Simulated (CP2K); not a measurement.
# BLYP-D3(BJ)/DZVP-MOLOPT-SR-GTH (core potential) run of C2H4Si (SMILES C#C[SiH3])

Aim: the vertical ionisation energy of C2H4Si at BLYP-D3(BJ)/DZVP-MOLOPT-SR-GTH (core potential), from 2 runs. 

The calculation is run with CP2K 2026.2.

3 further runs of the same task are left out: 3 set aside as unsound or not needed.

**1. Starting point**

C2H4Si: 7 atoms, total charge 0, spin state singlet. As SMILES, `C#C[SiH3]`. The shape is that of a PBE0-D4/def2-TZVP optimisation.

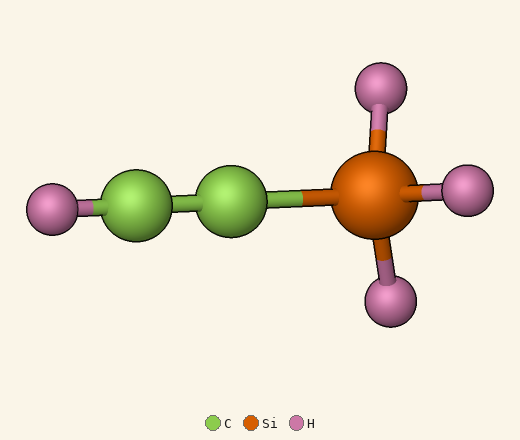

Viewed from a chosen angle; carbon green, silicon orange, hydrogen pink.

**2. A single-point energy at BLYP-D3(BJ)/DZVP-MOLOPT-SR-GTH (core potential)**

File mol.inp:

```
&GLOBAL
  PROJECT mol
  RUN_TYPE ENERGY
  PRINT_LEVEL MEDIUM
&END GLOBAL
&FORCE_EVAL
  METHOD Quickstep
  &DFT
    BASIS_SET_FILE_NAME BASIS_MOLOPT
    POTENTIAL_FILE_NAME GTH_POTENTIALS
    &QS
      METHOD GPW
      EPS_DEFAULT 1.0E-10
    &END QS
    &MGRID
      CUTOFF 400
      REL_CUTOFF 50
      NGRIDS 4
    &END MGRID
    &POISSON
      PERIODIC NONE
      POISSON_SOLVER MULTIPOLE
    &END POISSON
    &SCF
      SCF_GUESS ATOMIC
      EPS_SCF 1.0E-06
      MAX_SCF 50
      &OT
        MINIMIZER DIIS
        PRECONDITIONER FULL_ALL
      &END OT
      &OUTER_SCF
        EPS_SCF 1.0E-06
        MAX_SCF 5
      &END OUTER_SCF
    &END SCF
    &XC
      &XC_FUNCTIONAL BLYP
      &END XC_FUNCTIONAL
      &VDW_POTENTIAL
        POTENTIAL_TYPE PAIR_POTENTIAL
        &PAIR_POTENTIAL
          TYPE DFTD3(BJ)
          PARAMETER_FILE_NAME dftd3.dat
          REFERENCE_FUNCTIONAL BLYP
          R_CUTOFF 15
        &END PAIR_POTENTIAL
      &END VDW_POTENTIAL
    &END XC
    &PRINT
      &MOMENTS
        PERIODIC F
        REFERENCE COM
        MAX_MOMENT 1
      &END MOMENTS
      &MO_CUBES
        NLUMO 5
        NHOMO -1
        WRITE_CUBE F
      &END MO_CUBES
      &HIRSHFELD OFF
      &END HIRSHFELD
    &END PRINT
  &END DFT
  &SUBSYS
    &CELL
      ABC 9.7 11.7 9.4
      PERIODIC NONE
    &END CELL
    &COORD
      C      3.815850     4.511300     5.097250
      C      4.178050     5.656200     4.987450
      Si     4.726350     7.387000     4.821250
      H      3.495550     3.499200     5.194350
      H      4.302050     7.911000     3.500050
      H      4.114850     8.200800     5.899950
      H      6.204450     7.445600     4.929450
    &END COORD
    &KIND C
      BASIS_SET DZVP-MOLOPT-SR-GTH-q4
      POTENTIAL GTH-BLYP-q4
    &END KIND
    &KIND Si
      BASIS_SET DZVP-MOLOPT-SR-GTH-q4
      POTENTIAL GTH-BLYP-q4
    &END KIND
    &KIND H
      BASIS_SET DZVP-MOLOPT-SR-GTH-q1
      POTENTIAL GTH-BLYP-q1
    &END KIND
  &END SUBSYS
&END FORCE_EVAL
```

Run with:

```sh
$ OMP_NUM_THREADS=1 cp2k.psmp mol.inp > mol.out
```

Log (excerpt; [...] marks lines left out):

```text
CP2K| version string:                                       CP2K version 2026.2
[...]
 GLOBAL| Method name                                                        CP2K
[...]
 GLOBAL| Run type                                                         ENERGY
[...]
 DFT| Spin restricted Kohn-Sham (RKS) calculation                            RKS
 DFT| Multiplicity                                                             1
[...]
 DFT| Charge                                                                   0
[...]
 FUNCTIONAL| BECKE88:
 FUNCTIONAL| LYP:
[...]
 QS| Method:                                                                 GPW
[...]
 QS| Density cutoff [a.u.]:                                                200.0
[...]
 QS| Relative density cutoff [a.u.]:                                        25.0
[...]
                             - Atoms:                                          7
[...]
                             - Spherical basis functions:                     59
[...]
 Number of electrons:                                                         16
[...]
     1 OT DIIS     0.15E+00    1.0     0.23125627       -15.5755828905 -1.56E+01
[...]
    26 OT DIIS     0.15E+00    1.0     0.00000087       -17.5249835482 -3.25E-11
  *** SCF run converged in    26 steps ***
[...]
  Overlap energy of the core charge distribution:               0.00001379386588
  Self energy of the core charge distribution:                -42.60186637909329
  Core Hamiltonian energy:                                     12.42694810405529
  Hartree energy:                                              18.60398979335601
  Exchange-correlation energy:                                 -5.94481266565288
  Dispersion energy:                                           -0.00925619473028
  Total energy:                                               -17.52498354819928
[...]
                     Mulliken Population Analysis
 #  Atom  Element  Kind  Atomic population                           Net charge
       1     C        1          3.966150                              0.033850
       2     C        1          4.062728                             -0.062728
       3     Si       2          4.100705                             -0.100705
       4     H        3          0.981458                              0.018542
       5     H        3          0.962978                              0.037022
       6     H        3          0.963236                              0.036764
       7     H        3          0.962745                              0.037255
 # Total charge                             16.000000                  0.000000
[...]
  Dipole moment [Debye]
    X= -0.1190802E+00 Y= -0.3978516E+00 Z=  0.3648592E-01  Total=      0.4168900
[...]
 HOMO - LUMO gap [eV] :    6.135324
 ENERGY| Total FORCE_EVAL ( QS ) energy [hartree]            -17.524983548199277
[...]
```

It took 28 s on 1 thread of Arm Neoverse V1, shared host; peak memory 0.87 GiB.

**3. The doublet cation**

File molecule.xyz:

```xyz
7

C     -0.580700    -1.871400     0.172200
C     -0.218500    -0.726500     0.062400
Si     0.329800     1.004300    -0.103800
H     -0.901000    -2.883500     0.269300
H     -0.094500     1.528300    -1.425000
H     -0.281700     1.818100     0.974900
H      1.807900     1.062900     0.004400
```

File run.inp:

```
&GLOBAL
    PROJECT_NAME run
    RUN_TYPE ENERGY
    PRINT_LEVEL MEDIUM
&END GLOBAL

&FORCE_EVAL
    METHOD QS
    &DFT
        BASIS_SET_FILE_NAME BASIS_MOLOPT
        POTENTIAL_FILE_NAME GTH_POTENTIALS
        CHARGE 1
        MULTIPLICITY 2
        UNRESTRICTED_KOHN_SHAM T
        &QS
            METHOD GPW
            EPS_DEFAULT 1.0E-10
        &END QS
        &MGRID
            CUTOFF 400
            REL_CUTOFF 50
            NGRIDS 4
        &END MGRID
        &POISSON
            PERIODIC NONE
            POISSON_SOLVER MULTIPOLE
        &END POISSON
        &SCF
            SCF_GUESS ATOMIC
            EPS_SCF 1.0E-06
            MAX_SCF 50
            &OT
                MINIMIZER CG
                PRECONDITIONER FULL_ALL
            &END OT
            &OUTER_SCF
                EPS_SCF 1.0E-06
                MAX_SCF 8
            &END OUTER_SCF
        &END SCF
        &XC
            &XC_FUNCTIONAL BLYP
            &END XC_FUNCTIONAL
            &VDW_POTENTIAL
                POTENTIAL_TYPE PAIR_POTENTIAL
                &PAIR_POTENTIAL
                    TYPE DFTD3(BJ)
                    PARAMETER_FILE_NAME dftd3.dat
                    REFERENCE_FUNCTIONAL BLYP
                    R_CUTOFF 15
                &END PAIR_POTENTIAL
            &END VDW_POTENTIAL
        &END XC
        &PRINT
            &MOMENTS
                PERIODIC F
                REFERENCE COM
                MAX_MOMENT 1
            &END MOMENTS
            &MO_CUBES
                NLUMO 5
                NHOMO -1
                WRITE_CUBE F
            &END MO_CUBES
            &HIRSHFELD OFF
            &END HIRSHFELD
        &END PRINT
    &END DFT
    &SUBSYS
        &CELL
            ABC 9.7 11.7 9.4
            PERIODIC NONE
        &END CELL
        &TOPOLOGY
            COORD_FILE_NAME molecule.xyz
            COORD_FILE_FORMAT XYZ
            &CENTER_COORDINATES
            &END CENTER_COORDINATES
        &END TOPOLOGY
        &KIND C
            BASIS_SET DZVP-MOLOPT-SR-GTH-q4
            POTENTIAL GTH-BLYP-q4
        &END KIND
        &KIND Si
            BASIS_SET DZVP-MOLOPT-SR-GTH-q4
            POTENTIAL GTH-BLYP-q4
        &END KIND
        &KIND H
            BASIS_SET DZVP-MOLOPT-SR-GTH-q1
            POTENTIAL GTH-BLYP-q1
        &END KIND
    &END SUBSYS
&END FORCE_EVAL
```

Run with:

```sh
$ OMP_NUM_THREADS=1 cp2k.psmp run.inp > run.out
```

Log (excerpt; [...] marks lines left out):

```text
CP2K| version string:                                       CP2K version 2026.2
[...]
 GLOBAL| Method name                                                        CP2K
[...]
 GLOBAL| Run type                                                         ENERGY
[...]
 DFT| Spin unrestricted (spin-polarized) Kohn-Sham calculation               UKS
 DFT| Multiplicity                                                             2
[...]
 DFT| Charge                                                                   1
[...]
 FUNCTIONAL| BECKE88:
 FUNCTIONAL| LYP:
[...]
 QS| Method:                                                                 GPW
[...]
 QS| Density cutoff [a.u.]:                                                200.0
[...]
 QS| Relative density cutoff [a.u.]:                                        25.0
[...]
                             - Atoms:                                          7
[...]
                             - Spherical basis functions:                     59
[...]
 Number of electrons:                                                          8
[...]
     1 OT CG       0.15E+00    1.9     0.12036751       -15.2168025953 -1.52E+01
[...]
    44 OT CG       0.20E+00    2.0     0.00000089       -17.1516954752 -1.73E-10
  *** SCF run converged in    44 steps ***
[...]
  Overlap energy of the core charge distribution:               0.00001379386588
  Self energy of the core charge distribution:                -42.60186637909329
  Core Hamiltonian energy:                                     12.12010920701147
  Hartree energy:                                              18.96446457141130
  Exchange-correlation energy:                                 -5.62516047365105
  Dispersion energy:                                           -0.00925619473028
  Total energy:                                               -17.15169547518597
[...]
  Dipole moment [Debye]
    X= -0.6862581E+00 Y= -0.1633965E+01 Z=  0.4428632E+00  Total=      1.8267239
[...]
 HOMO - LUMO gap [eV] :    0.225747
 ENERGY| Total FORCE_EVAL ( QS ) energy [hartree]            -17.151695475185971
[...]
```

Wall time 2.3 min (1 thread of Arm Neoverse V1, shared host); peak memory 1.1 GiB.

**4. Outcome**

Level: BLYP-D3(BJ)/DZVP-MOLOPT-SR-GTH (core potential).

| quantity | value |
| --- | --- |
| singlet C2H4Si: total energy | -17.52498 Eh |
| singlet C2H4Si: dipole moment | 0.42 D |
| singlet C2H4Si: HOMO energy | -6.70 eV |
| singlet C2H4Si: LUMO energy | -0.57 eV |
| singlet C2H4Si: HOMO–LUMO gap | 6.14 eV |
| singlet C2H4Si: dispersion energy | -24.30 kJ/mol |
| doublet cation: total energy | -17.15170 Eh |
| doublet cation: HOMO energy (highest over α and β) | -13.70 eV |
| doublet cation: LUMO energy (lowest over α and β) | -13.48 eV |
| doublet cation: dispersion energy | -24.30 kJ/mol |
| doublet cation: ⟨S²⟩ | 0.753 |
| vertical ionisation energy (to the doublet cation) | 10.158 eV |

**Reading.** Removing an electron at fixed nuclei costs 10.16 eV (980 kJ/mol). The negative HOMO energy of the first species, 6.70 eV, lies 3.46 eV below that difference.
